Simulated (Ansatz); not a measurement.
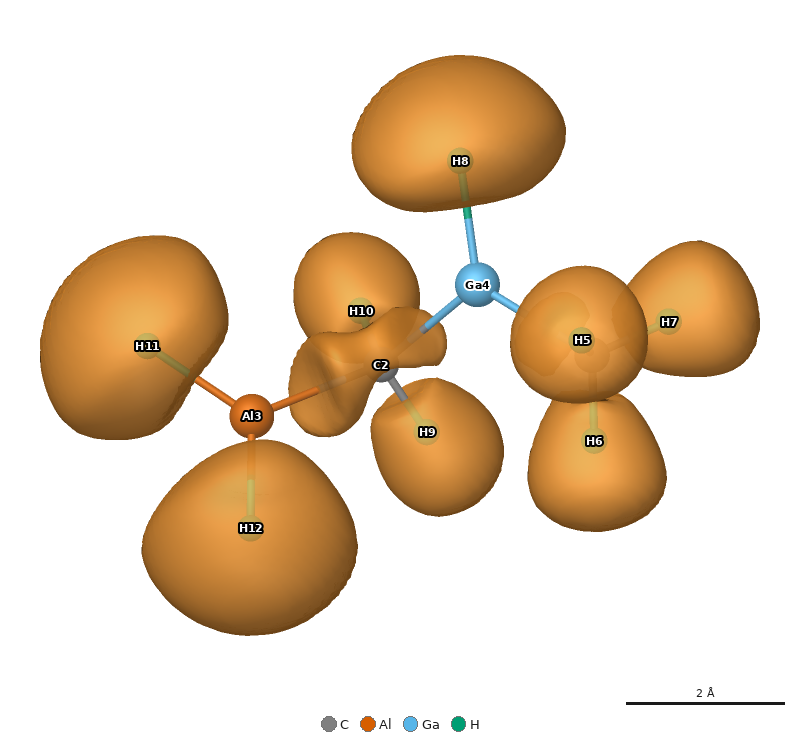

*C2H8AlGa (SMILES [CH3][GaH][CH2][AlH2]). Isosurface of the electron localisation function at 0.8 (orange), seen at a tilt. Only the valence region is drawn (cores and ρ < 0.01 e/Å³ removed).*

Geometry: B3LYP/6-31G*.

These are results of Ansatz, isolated molecule in a Gaussian basis; Kohn-Sham density functional theory, functional PBE0, not measurements.

```xyz
12

C     0.1956    1.3996    2.4544
C    -1.0917    1.8967   -0.7302
Al   -0.1407    0.8775   -2.0930
Ga   -1.1773    1.0522    1.0626
H     0.6587    0.4546    2.7636
H     0.9797    2.0802    2.1102
H    -0.2789    1.8314    3.3439
H    -2.3803    0.0592    1.3688
H    -0.5949    2.8666   -0.5959
H    -2.1313    2.0408   -1.0520
H    -0.9177   -0.1608   -3.0184
H     1.4344    1.0493   -2.2650
```

**What do the ELF domains correspond to?**

The surface consists of eight regions around hydrogen nuclei, one lobe of the valence shell of C pointing towards Al (polar bonds) and one lobe of the valence shell of C pointing towards Ga (polar bonds).

Values along the shortest contacts:
C–Al (1.95 Å): the ELF peaks at about 0.95 between the atoms; a shared but strongly polarised pair. C–Ga (1.98 Å): the ELF peaks at about 0.90 in the valence shell of C, 0.7 Å from its nucleus, and is about 0.50 at the midpoint.
